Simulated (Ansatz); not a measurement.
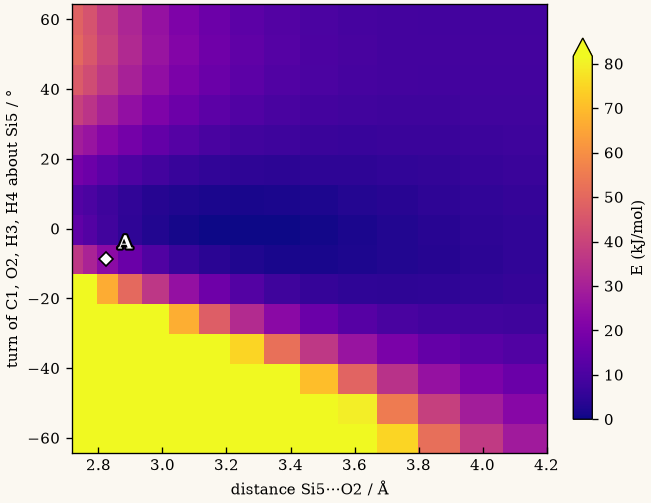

The pair CH₂O···FH₃Si. 
- The turn is about an axis along (0.96, −0.28, −0.02) in the frame of the relaxed pair, normal to the line between the partners.
- The first coordinate is: distance Si5···O2; the second: turn of C1, O2, H3, H4 about Si5.
- The scan uses a 15 × 15 grid.
- Points are written as (first, second).
- Energies are in kJ/mol, from the lowest grid point.
- Energies and slopes of some neighbouring points disagree (a jump in structure or state, or too coarse a mesh).
- The calculation used RHF/def2-SVPD (Ansatz 0.2.0).

Drawn: one coloured cell a grid point, one colour for all values above the top of the scale, the point A.

> Is A at rest? If not, where is it pushed?

A, at (2.825 Å, −8.6°), is not a stationary point. The computed force is 114 kJ/mol for each Å towards larger values of distance Si5···O2 and 3.1 kJ/mol for each degree towards larger values of the second coordinate.
